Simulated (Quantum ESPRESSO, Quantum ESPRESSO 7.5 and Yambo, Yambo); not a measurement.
# A GW chain in Yambo: PtSe2 (1T monolayer)

Wanted: ground state, empty states, screening and self-energy for PtSe2 (1T monolayer).

Calculated with Quantum ESPRESSO 7.5 and Yambo 5.3.0; PBE and many-body steps on it, plane waves.

**Experimental background.**

- Gap 1.9 ± 0.05 eV: quasiparticle gap from STS, domains aligned with graphene; scanning tunneling spectroscopy; 8.5 K; monolayer (MBE-grown monolayer on epitaxial bilayer graphene, twist angle near 0 deg) on bilayer graphene on SiC(0001) (“Angular dependence of the interlayer coupling at the interface between two dimensional materials 1T-PtSe2 and graphene”, 2023, arxiv:2311.08165).

- Gap 2 ± 0.1 eV: quasiparticle gap of the first layer from STS; scanning tunnelling spectroscopy; 77 K; monolayer (MBE-grown first layer on HOPG) on HOPG (“Precise Layer-Dependent Electronic Structure of MBE-Grown PtSe2”, 2021, arxiv:2105.03334).

- Gap 1.95 ± 0.05 eV: quasiparticle gap of 1 ML from STS, average over islands; scanning tunnelling spectroscopy; monolayer (MBE-grown monolayer islands on bilayer graphene) on bilayer graphene on SiC(0001) (“Atomic-layer controlled THz Spintronic emission from Epitaxially grown Two dimensional PtSe2/ferromagnet heterostructures”, 2023, arxiv:2305.06895).

### Step 1. The starting structure

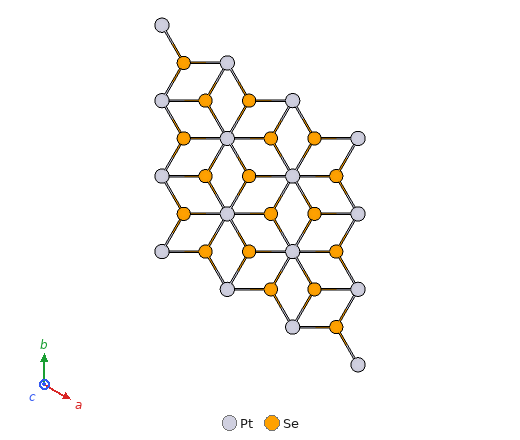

Start, viewed from above; platinum light grey, selenium orange. 3×3×1 cells are drawn. Some periodic images of atoms are drawn too.

The cell holds 3 atoms: 1 Pt and 2 Se. Its edges and angles: a = 3.751 Å, b = 3.751 Å, c = 15.000 Å, α = 90.0°, β = 90.0°, γ = 120.0°. Vacuum lies along c.

Structure file:

```cif
data_structure
_symmetry_space_group_name_H-M 'P 1'
_symmetry_Int_Tables_number 1
_cell_length_a 3.7512
_cell_length_b 3.7512
_cell_length_c 15.0000
_cell_angle_alpha 90.000
_cell_angle_beta 90.000
_cell_angle_gamma 120.000
_cell_volume 182.80
loop_
_atom_site_label
_atom_site_type_symbol
_atom_site_fract_x
_atom_site_fract_y
_atom_site_fract_z
_atom_site_occupancy
Pt1 Pt 0.00000 0.00000 0.50000 1
Se2 Se 0.33333 0.66667 0.58698 1
Se3 Se 0.66667 0.33333 0.41302 1
```

The structure was relaxed with PBE. The runs that relaxed it are not among those shown. Spin-orbit coupling is left out unless a step names it.

### Step 2. Ground state

This step: Quantum ESPRESSO 7.5; DFT, PBE, plane waves, norm-conserving pseudopotentials.

The ground-state density comes first.

Input file pw.in:

```
&control
  calculation = 'scf'
  prefix = 'x'
  outdir = 'o'
  pseudo_dir = 'pseudo'
/
&system
  ibrav = 0
  nat = 3
  ntyp = 2
  ecutwfc = 104.0
  nbnd = 38
  force_symmorphic = .true.
/
&electrons
  conv_thr = 1e-10
  electron_maxstep = 80
  mixing_beta = 0.5
/
ATOMIC_SPECIES
  Pt 195.08 Pt.upf
  Se 78.971 Se.upf
CELL_PARAMETERS angstrom
  3.7512086839 0.0000000000 0.0000000000
  -1.8756043420 3.2486420151 0.0000000000
  0.0000000000 0.0000000000 15.0000000000
ATOMIC_POSITIONS crystal
  Pt 0.0000000000 0.0000000000 0.5000000000
  Se 0.3333333333 0.6666666667 0.5869754134
  Se 0.6666666667 0.3333333333 0.4130245866
K_POINTS automatic
  9 9 1 0 0 0
```

Launch:

```bash
OMP_NUM_THREADS=1 mpirun -n 4 pw.x -nk 4 -in pw.in > pw.out
```

The program printed:

```text
Program PWSCF v.7.5 starts

     This program is part of the open-source Quantum ESPRESSO suite
     for quantum simulation of materials; please cite
         "P. Giannozzi et al., J. Phys.:Condens. Matter 21 395502 (2009);
         "P. Giannozzi et al., J. Phys.:Condens. Matter 29 465901 (2017);
         "P. Giannozzi et al., J. Chem. Phys. 152 154105 (2020);
     in publications or presentations arising from this work. More details at
     Message from routine setup:
     using ibrav=0 with symmetry is DISCOURAGED, use correct ibrav instead

     G-vector sticks info

     bravais-lattice index     =            0
     lattice parameter (alat)  =       7.0888  a.u.
     unit-cell volume          =    1233.5619 (a.u.)^3
     number of atoms/cell      =            3
     number of atomic types    =            2
     number of electrons       =        66.00
     number of Kohn-Sham states=           38
     kinetic-energy cutoff     =     104.0000  Ry
     charge density cutoff     =     416.0000  Ry
     scf convergence threshold =      1.0E-10
     mixing beta               =       0.5000
     number of iterations used =            8  plain     mixing
     Exchange-correlation= PBE
                           (   1   4   3   4   0   0   0)

     celldm(1)=   7.088757  celldm(2)=   0.000000  celldm(3)=   0.000000
     celldm(4)=   0.000000  celldm(5)=   0.000000  celldm(6)=   0.000000

     crystal axes: (cart. coord. in units of alat)
               a(1) = (   1.000000   0.000000   0.000000 )
               a(2) = (  -0.500000   0.866025   0.000000 )
               a(3) = (   0.000000   0.000000   3.998711 )

     reciprocal axes: (cart. coord. in units 2 pi/alat)
               b(1) = (  1.000000  0.577350 -0.000000 )
               b(2) = (  0.000000  1.154701  0.000000 )
               b(3) = (  0.000000 -0.000000  0.250081 )
     Pseudo is Norm-conserving + core correction, Zval = 18.0
     Generated using ONCVPSP code by D. R. Hamann
     Using radial grid of 1374 points,  8 beta functions with:
     Pseudo is Norm-conserving + core correction, Zval = 24.0
     Generated using ONCVPSP code by D. R. Hamann
     Using radial grid of 1214 points,  6 beta functions with:
     Pt               18.00   195.08000     Pt( 1.00)
     Se               24.00    78.97100     Se( 1.00)

     12 Sym. Ops., with inversion, found

   Cartesian axes

     site n.     atom                  positions (alat units)
         1        Pt     tau(   1) = (   0.0000000   0.0000000   1.9993556  )
         2        Se     tau(   2) = (  -0.0000000   0.5773503   2.3471451  )
         3        Se     tau(   3) = (   0.5000000   0.2886751   1.6515660  )

     number of k points=    12
                       cart. coord. in units 2pi/alat
        k(    1) = (   0.0000000   0.0000000   0.0000000), wk =   0.0246914
        k(    2) = (   0.0000000   0.1283001   0.0000000), wk =   0.1481481
        k(    3) = (   0.0000000   0.2566001   0.0000000), wk =   0.1481481
        k(    4) = (   0.0000000   0.3849002   0.0000000), wk =   0.1481481
        k(    5) = (   0.0000000   0.5132002   0.0000000), wk =   0.1481481
        k(    6) = (   0.1111111   0.1924501   0.0000000), wk =   0.1481481
        k(    7) = (   0.1111111   0.3207501   0.0000000), wk =   0.2962963
        k(    8) = (   0.1111111   0.4490502   0.0000000), wk =   0.2962963
        k(    9) = (   0.1111111   0.5773503   0.0000000), wk =   0.1481481
        k(   10) = (   0.2222222   0.3849002   0.0000000), wk =   0.1481481
        k(   11) = (   0.2222222   0.5132002   0.0000000), wk =   0.2962963
        k(   12) = (   0.3333333   0.5773503   0.0000000), wk =   0.0493827

     Dense  grid:   176333 G-vectors     FFT dimensions: (  48,  48, 192)

     Initial potential from superposition of free atoms

     starting charge      65.9997, renormalised to      66.0000
     Starting wfcs are   36 randomized atomic wfcs +    2 random wfcs

     per-process dynamical memory:   150.4 Mb

     Self-consistent Calculation

     iteration #  1     ecut=   104.00 Ry     beta= 0.50

     Threshold (ethr) on eigenvalues was too large:
     Diagonalizing with lowered threshold

     total energy              =   -1614.18130477 Ry
     estimated scf accuracy    <       0.31973097 Ry

     iteration #  2     ecut=   104.00 Ry     beta= 0.50

     total energy              =   -1614.23519769 Ry
     estimated scf accuracy    <       0.57621309 Ry

     iteration #  3     ecut=   104.00 Ry     beta= 0.50

     total energy              =   -1614.32208846 Ry
     estimated scf accuracy    <       0.00487842 Ry

     iteration #  4     ecut=   104.00 Ry     beta= 0.50

     total energy              =   -1614.32234840 Ry
     estimated scf accuracy    <       0.00096475 Ry

     iteration #  5     ecut=   104.00 Ry     beta= 0.50

     total energy              =   -1614.32241087 Ry
     estimated scf accuracy    <       0.00001696 Ry

     iteration #  6     ecut=   104.00 Ry     beta= 0.50

     total energy              =   -1614.32241554 Ry
     estimated scf accuracy    <       0.00000347 Ry

     iteration #  7     ecut=   104.00 Ry     beta= 0.50

     total energy              =   -1614.32241647 Ry
     estimated scf accuracy    <       0.00000057 Ry

     iteration #  8     ecut=   104.00 Ry     beta= 0.50

     total energy              =   -1614.32241649 Ry
     estimated scf accuracy    <       0.00000007 Ry

     iteration #  9     ecut=   104.00 Ry     beta= 0.50

     total energy              =   -1614.32241651 Ry
     estimated scf accuracy    <          7.9E-09 Ry

     iteration # 10     ecut=   104.00 Ry     beta= 0.50

     End of self-consistent calculation

          k = 0.0000 0.0000 0.0000 ( 22125 PWs)   bands (ev):

  -207.1274-207.1274-146.6148-146.6148-146.6147-146.6147-146.5687-146.5687
   -97.9356 -52.0852 -52.0852 -52.0081 -46.7891 -46.7891 -46.7876 -46.7876
   -46.7472 -46.7472 -46.7444 -46.7444 -46.7317 -46.7314 -13.3340 -11.5590
    -4.4340  -4.4340  -4.3839  -2.1851  -2.1851  -0.6046   0.0281   0.5605
     0.5605   3.5221   3.5221   4.9117   5.8464   6.0551

          k = 0.0000 0.1283 0.0000 ( 22166 PWs)   bands (ev):

  -207.1274-207.1274-146.6148-146.6147-146.6147-146.6147-146.5687-146.5687
   -97.9356 -52.0862 -52.0855 -52.0080 -46.7890 -46.7890 -46.7878 -46.7876
   -46.7471 -46.7469 -46.7447 -46.7445 -46.7317 -46.7314 -13.2064 -11.5704
    -4.4475  -4.3560  -4.2586  -2.3783  -2.2767  -1.0207   0.2421   0.5027
     0.5544   2.7643   3.3448   5.2673   6.0610   6.4050

          k = 0.0000 0.2566 0.0000 ( 22134 PWs)   bands (ev):

  -207.1274-207.1274-146.6148-146.6147-146.6147-146.6147-146.5687-146.5687
   -97.9356 -52.0887 -52.0862 -52.0078 -46.7888 -46.7886 -46.7882 -46.7876
   -46.7467 -46.7464 -46.7454 -46.7447 -46.7315 -46.7313 -12.8541 -11.6031
    -4.4360  -4.1701  -3.9579  -3.0475  -2.4075  -1.5162   0.1907   0.3294
     0.4557   1.9566   3.1398   5.9230   6.2947   6.6704

          k = 0.0000 0.3849 0.0000 ( 22140 PWs)   bands (ev):

     [... further k-points ...]

     highest occupied, lowest unoccupied level (ev):     0.5605    1.9566

!    total energy              =   -1614.32241651 Ry
     estimated scf accuracy    <          4.9E-11 Ry

     The total energy is the sum of the following terms:
     one-electron contribution =   -4371.14625566 Ry
     hartree contribution      =    2118.60446811 Ry
     xc contribution           =    -162.83942938 Ry
     ewald contribution        =     801.05880041 Ry

     convergence has been achieved in  10 iterations

     XML data file, charge density, pseudopotentials, collected wavefunctions

=------------------------------------------------------------------------------=
   JOB DONE.
=------------------------------------------------------------------------------=
```

Run time: 50 s. Hardware: 4 MPI ranks of Arm Neoverse V1, shared host; peak memory 0.97 GiB.

Numbers from this step:

- total energy: -21963.9754 eV
- gap: 1.396 eV
- k of the valence top: 0, 0, 0
- k of the conduction bottom: 0, 0.2222, 0
- least direct gap: 1.501 eV

The gap is indirect, with the least direct gap 0.10 eV higher.

### Step 3. Empty states on the mesh, 6×6×1 mesh, 118 bands

The sums over transitions need many empty states on a uniform mesh; this step solves for them.

pw.in: that of step 2 with these lines changed.

```diff
@@ -1,3 +1,3 @@
 &control
-  calculation = 'scf'
+  calculation = 'nscf'
   prefix = 'x'
@@ -11,3 +11,3 @@
   ecutwfc = 104.0
-  nbnd = 38
+  nbnd = 118
   force_symmorphic = .true.
@@ -15,5 +15,6 @@
 &electrons
-  conv_thr = 1e-10
+  conv_thr = 1e-9
   electron_maxstep = 80
-  mixing_beta = 0.5
+  diago_full_acc = .true.
+  diago_thr_init = 5e-6
 /
@@ -31,2 +32,2 @@
 K_POINTS automatic
-  9 9 1 0 0 0
+  6 6 1 0 0 0
```

The program printed:

```text
[banner, memory and clock lines left out]
Program PWSCF v.7.5 starts

     Atomic positions and unit cell read from directory:
     o/x.save/

     Message from routine setup:
     using ibrav=0 with symmetry is DISCOURAGED, use correct ibrav instead

     G-vector sticks info

     bravais-lattice index     =            0
     lattice parameter (alat)  =       7.0888  a.u.
     unit-cell volume          =    1233.5619 (a.u.)^3
     number of atoms/cell      =            3
     number of atomic types    =            2
     number of electrons       =        66.00
     number of Kohn-Sham states=          118
     kinetic-energy cutoff     =     104.0000  Ry
     charge density cutoff     =     416.0000  Ry
     Exchange-correlation= PBE
                           (   1   4   3   4   0   0   0)

     celldm(1)=   7.088757  celldm(2)=   0.000000  celldm(3)=   0.000000
     celldm(4)=   0.000000  celldm(5)=   0.000000  celldm(6)=   0.000000

     crystal axes: (cart. coord. in units of alat)
               a(1) = (   1.000000   0.000000   0.000000 )
               a(2) = (  -0.500000   0.866025   0.000000 )
               a(3) = (   0.000000   0.000000   3.998711 )

     reciprocal axes: (cart. coord. in units 2 pi/alat)
               b(1) = (  1.000000  0.577350 -0.000000 )
               b(2) = (  0.000000  1.154701  0.000000 )
               b(3) = (  0.000000 -0.000000  0.250081 )
     Pseudo is Norm-conserving + core correction, Zval = 18.0
     Generated using ONCVPSP code by D. R. Hamann
     Using radial grid of 1374 points,  8 beta functions with:
     Pseudo is Norm-conserving + core correction, Zval = 24.0
     Generated using ONCVPSP code by D. R. Hamann
     Using radial grid of 1214 points,  6 beta functions with:
     Pt               18.00   195.08000     Pt( 1.00)
     Se               24.00    78.97100     Se( 1.00)

     12 Sym. Ops., with inversion, found

   Cartesian axes

     site n.     atom                  positions (alat units)
         1        Pt     tau(   1) = (   0.0000000   0.0000000   1.9993556  )
         2        Se     tau(   2) = (  -0.0000000   0.5773503   2.3471451  )
         3        Se     tau(   3) = (   0.5000000   0.2886751   1.6515660  )

     number of k points=     7
                       cart. coord. in units 2pi/alat
        k(    1) = (   0.0000000   0.0000000   0.0000000), wk =   0.0555556
        k(    2) = (   0.0000000   0.1924501   0.0000000), wk =   0.3333333
        k(    3) = (   0.0000000   0.3849002   0.0000000), wk =   0.3333333
        k(    4) = (   0.0000000  -0.5773503   0.0000000), wk =   0.1666667
        k(    5) = (   0.1666667   0.2886751   0.0000000), wk =   0.3333333
        k(    6) = (   0.1666667   0.4811252   0.0000000), wk =   0.6666667
        k(    7) = (   0.3333333   0.5773503   0.0000000), wk =   0.1111111

     Dense  grid:   176333 G-vectors     FFT dimensions: (  48,  48, 192)

     The potential is recalculated from file :
     o/x.save/charge-density

     Starting wfcs are   36 randomized atomic wfcs +   82 random wfcs

     Band Structure Calculation

     End of band structure calculation

          k = 0.0000 0.0000 0.0000 ( 22125 PWs)   bands (ev):

  -207.1274-207.1274-146.6148-146.6148-146.6148-146.6148-146.5688-146.5688
   -97.9355 -52.0851 -52.0851 -52.0080 -46.7891 -46.7891 -46.7876 -46.7876
   -46.7472 -46.7472 -46.7445 -46.7445 -46.7318 -46.7314 -13.3340 -11.5590
    -4.4339  -4.4339  -4.3839  -2.1850  -2.1850  -0.6046   0.0281   0.5605
[...]
[... 3 further rows ...]
[...]
34.5641  34.5641  34.9211  35.0353  35.4537  35.8336

          k = 0.0000 0.1925 0.0000 ( 22126 PWs)   bands (ev):

  -207.1274-207.1274-146.6148-146.6148-146.6148-146.6148-146.5688-146.5688
[...]
[... 3 further rows ...]
[...]
34.7569  34.9393  35.2392  35.5393  35.9117  35.9873

          k = 0.0000 0.3849 0.0000 ( 22140 PWs)   bands (ev):

  -207.1274-207.1274-146.6148-146.6148-146.6148-146.6148-146.5688-146.5688
[...]
22.3277  23.0742  23.2370  23.3912  23.7947  23.9118  24.5078  24.5459
     [... 3 further rows ...]
    32.6322  32.8113  33.3457  33.4161  33.7411  33.7610  34.1367  34.3648
    34.6105  34.7075  34.7136  35.0110  35.5880  35.6871

          k = 0.0000-0.5774 0.0000 ( 21988 PWs)   bands (ev):

     [... further k-points ...]

     highest occupied, lowest unoccupied level (ev):     0.5608    2.2323

     XML data file, pseudopotentials, collected wavefunctions
```

It took 55 s on 4 MPI ranks; peak memory 1.3 GiB.

This step gave:

```
gap                                                           : 1.671 eV
k of the valence top                                          : 0.1667, 0.1667, 0
k of the conduction bottom                                    : 0, 0.1667, 0
least direct gap                                              : 1.743 eV
k points computed                                             : 7
lowest point of the top converged band, above the valence top : 34.85 eV
```

On this mesh the gap is 1.671 eV. The earlier step found 1.396 eV, so this mesh misses an edge.

[end of part 1 of 2]

[Paths, hosts, dates, memory and timing lines, banners, echoed tables and standing remarks are left out of the program output.]

[Logs are printed without paths, hosts, clocks, repeated set-up lines and the standing remarks that a program may print on its own settings, such as how far it seeks lower states.]

[Runs of the session that timed out or met a known fault of the program may be left out.]

[Hosts, paths, dates, database ids (printed as entryN), source tags and the programs' standing remarks are cut or masked in the printed files.]
